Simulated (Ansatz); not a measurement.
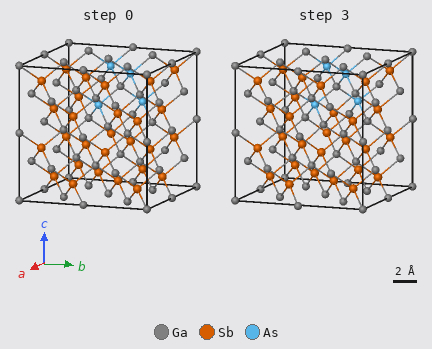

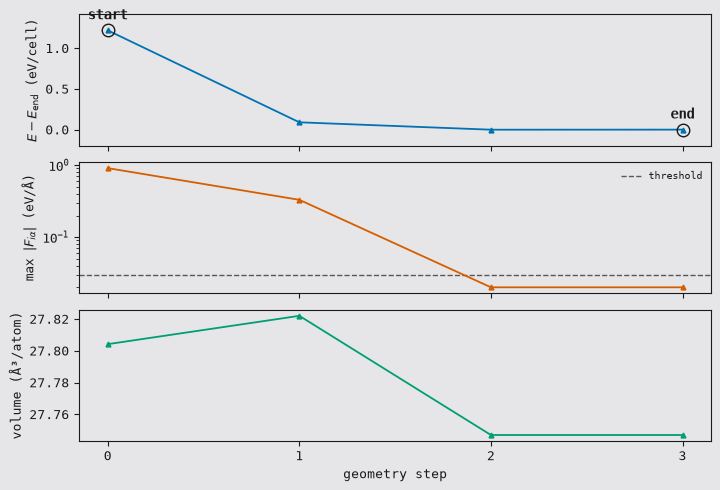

First and last geometry of a relaxation of crystalline Ga₃₂Sb₂₈As₄ (a generated structure), with the history of the run. A ball-and-stick model of the cell of the calculation (origin shifted), seen slightly off an axis.

Method: DFT, PBEsol, PAW, plane waves in Ansatz 0.2.0. Set-up: plane-wave cutoff 420 eV; k-point mesh 1 × 1 × 1; mesh shifted by (0.25, 0.25, 0.25); no spin polarisation; cell relaxed at fixed shape; force threshold 0.03 eV/Å; at most 80 steps.

**What do the curves and the structures tell?**

It converged. The energy falls by 1.220 eV per cell of the calculation in 3 geometry steps. The largest force component goes from 0.91 to 0.02 eV/Å. Pressure: 0.16 GPa at the start and −0.01 GPa at the end. A Ga atom moves most relative to the cell: 0.19 Å along [−2 −1 2]. Largest moves by element: Ga 0.19 Å, Sb 0.10 Å, As 0.09 Å. Cell: a = b = c 12.118 → 12.110 Å (−0.1 %). Volume −0.2 %. Some distances before and after: As–Ga 2.668 → 2.493 Å, As–Ga 2.637 → 2.493 Å, As–Ga 2.616 → 2.494 Å, As–Ga 2.596 → 2.493 Å. Bond angles that change, for instance: Sb–Ga–As 108.0° → 113.5°, Sb–Ga–As 108.5° → 113.5°, Sb–Ga–As 108.7° → 113.6°. The space group stays P1 (No. 1).

```tsv
step	E − E(0), meV/atom	largest force component, eV/Å	pressure, GPa	volume, Å³/atom
0	0.00	0.9102	0.16	27.804
1	-17.65	0.3303	-0.15	27.822
2	-19.07	0.0201	-0.01	27.747
3	-19.06	0.0201	-0.01	27.747
```
